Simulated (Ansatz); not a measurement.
CH$_{3}$ClSi···HCl

Input file:

```
crystal:
  periodic: [false, false, false]
  atoms:
    - { symbol: Si, position_ang: [0.0, 0.0, 0.0] }
    - { symbol: H, position_ang: [0.6625, 0.0, 1.522] }
    - { symbol: Cl, position_ang: [2.2646, 0.0, 0.5484] }
    - { symbol: C, position_ang: [-0.8808, 1.5259, -0.6227] }
    - { symbol: H, position_ang: [-1.9334, 1.2723, -0.8671] }
    - { symbol: H, position_ang: [-0.8624, 2.3106, 0.1622] }
    - { symbol: H, position_ang: [-0.3704, 1.9025, -1.5336] }
    - { symbol: Cl, position_ang: [-1.0032, -1.7381, -0.7093] }
basis:
  gaussian: { orbitals: "6-31G*" }
hamiltonian:
  xc: pbe
relax:
  f_tol: 0.15
  max_steps: 25
  restrain:
    - { distance: [1, 2], at: 1.37, k: 30.0 }
    - { distance: [0, 1], at: 2.66, k: 30.0 }
    - { distance: [0, 2], at: 3.33, k: 30.0 }
output:
  orbitals: {}
```

Run with:

```sh
ansatz run input.yaml --threads 1 --pin off --max-ram 2048MiB --backend cpu --events-out ev --progress --plain --runs-dir out
```

The fields are those of the run's last geometry, not of the input's.

Not at a stationary point (largest force 0.8 eV/Å).

The calculation used RKS PBE/6-31G* in Ansatz.

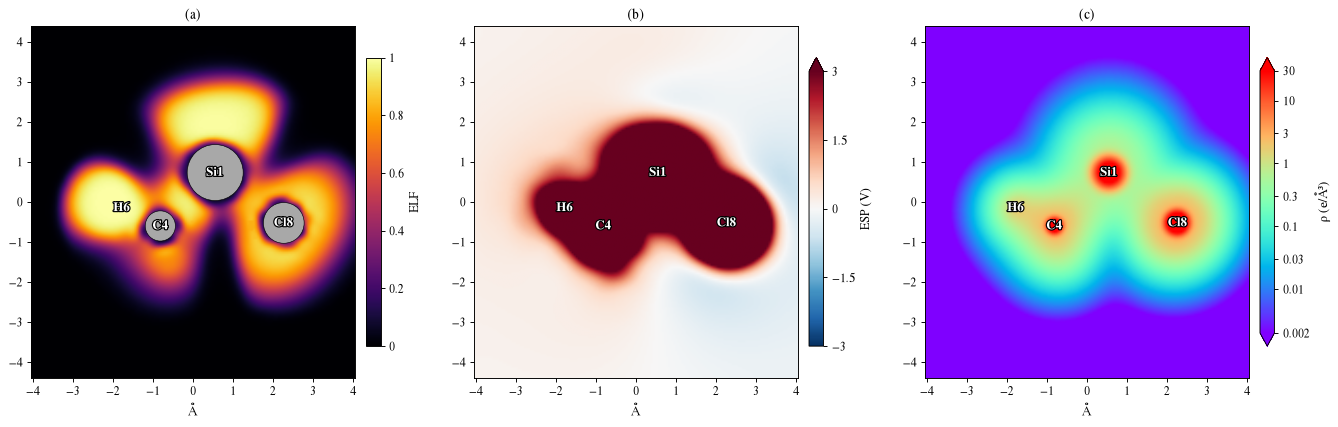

Figure 1. (a) electron localisation function; (b) molecular electrostatic potential; (c) electron density on the plane of atoms C4, Si1 and Cl8. Grey discs cover the atomic cores in the ELF map.

Question: Describe what can be read from this map.

Answer:
- Atoms in the plane: Si, C, H and Cl.
- C–Si (1.91 Å): ρ at the midpoint is about 0.91 e/Å³; the ELF peaks at about 0.95 between the atoms; a shared electron pair.
- Si–Cl (2.12 Å): ρ is about 0.77 e/Å³ halfway; the ELF peaks at about 0.85 between the atoms; a polar covalent bond.
- C–H (1.10 Å): the density is about 1.9 e/Å³ at the midpoint; the ELF climbs to about 1 towards the hydrogen, as it does in any bond to H (an ordinary covalent bond to hydrogen).
- The ELF also peaks beside Cl8 and Si1, away from the bonds: lone-pair regions.
- Outside the dense part of the complex the potential is most negative (−0.7 V) near Cl8.

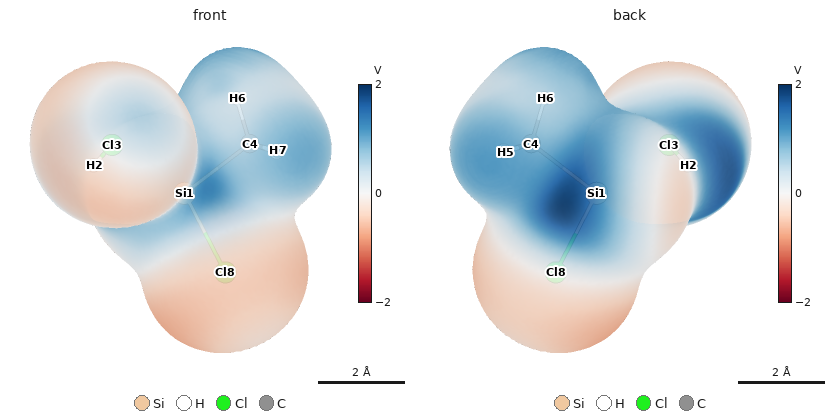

Figure 2. The electrostatic potential painted on the density surface at 0.002 e/bohr³, seen from the front and from behind; red is negative and blue positive.

Question: Where is the surface potential most negative and most positive?

Answer: The most negative region (about −0.7 V, or −16 kcal/mol for a unit charge) lies over Cl8, the most positive (about +1.8 V, or +42 kcal/mol for a unit charge) over Si1. Cl3 shows a σ-hole: about +0.5 V, or +12 kcal/mol for a unit charge at the tip opposite its bond, against about −0.2 V on its flanks.

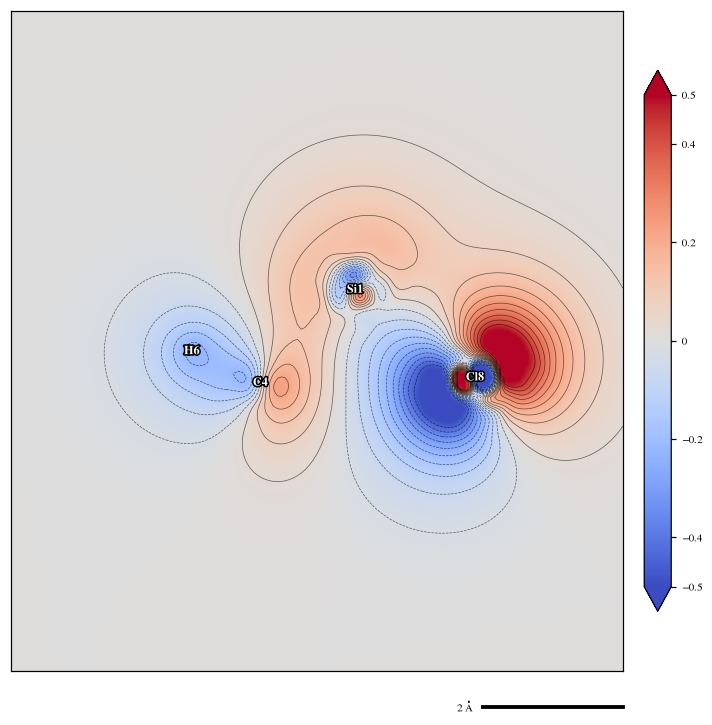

Figure 3. The HOMO−1 on the plane of atoms C4, Si1 and Cl8 (values in Å⁻³ᐟ²; the overall sign is arbitrary).

Question: Where does this orbital lie, and at what energy?

Answer: It lies mainly on Cl8 (about 70 %), Si1 (about 10 %) and Cl3 (about 10 %); largely a lone pair of Cl8. Its energy is −7.76 eV.
